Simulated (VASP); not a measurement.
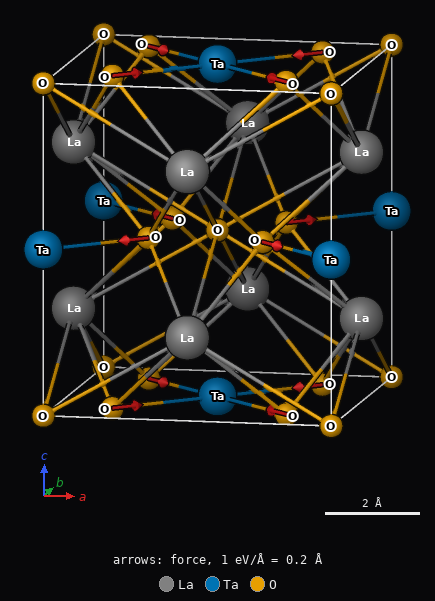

Starting geometry of crystalline La₂TaO₅ (a generated structure, set up in I4/mmm) with the computed forces as red arrows. Style: ball-and-stick. Shown: the conventional cell (2 times the calculation's cell), slightly off an axis. Lengths and directions refer to the drawn axes.

The run lets cell and atoms move.

Computed with Kohn-Sham DFT of a periodic cell, PBE, VASP PAW PBE potentials, recommended (VASP).

Input file:
```
PREC = Normal ; ENCUT = 520
EDIFF = 1E-4 ; ISMEAR = 0
SIGMA = 0.15 ; LREAL = False
LASPH = True ; NELM = 60
ALGO = Fast ; ISIF = 3
LWAVE = False ; LCHARG = False
GGA = PE ; IBRION = 2
NSW = 24 ; EDIFFG = -0.08
```

Command:
```bash
cat potpaw_PBE.64/La/POTCAR potpaw_PBE.64/Ta_pv/POTCAR potpaw_PBE.64/O/POTCAR > POTCAR
mpirun -np 1 vasp_std > vasp.out
```

Q: Is this structure relaxed? If not, where do the atoms go?

A: It isn't relaxed: the largest force vector, on O atoms, is 4.07 eV/Å. The atoms end up moving mostly along the starting forces (cosine between the two patterns 1.00). The largest moves relative to the cell, 0.78 Å, are those of O atoms. La and Ta stay in place. The drawn cell changes as follows: a = b 6.279 → 6.340 Å (+1.0 %), c 7.199 → 6.020 Å (−16.4 %); the volume changes by −14.8 %. Near-neighbour distances that change, for instance: O–O 1.761 → 2.561 Å, O–Ta 2.679 → 1.922 Å, La–La 3.600 → 3.010 Å, La–O 2.895 → 2.719 Å. Among the angles between lasting bonds that change: La–O–Ta 80.9° → 96.8°, La–O–La 100.2° → 111.1°, La–O–La 76.9° → 67.2°. The space group stays I4/mmm (No. 139). After 17 geometry steps the energy has fallen by 1552 meV per atom. Largest force component: 2.9 eV/Å at the start, 0.0096 eV/Å at the end. The pressure goes from −13.83 to 0.07 GPa. The volume changes by over a tenth within one run on a fixed set of plane waves, so the end point should be relaxed again from the new cell. It ran on 1 thread of Intel(R) Xeon(R) Platinum 8259CL CPU @ 2.50GHz (Skylake/Cascade Lake), on a shared host.
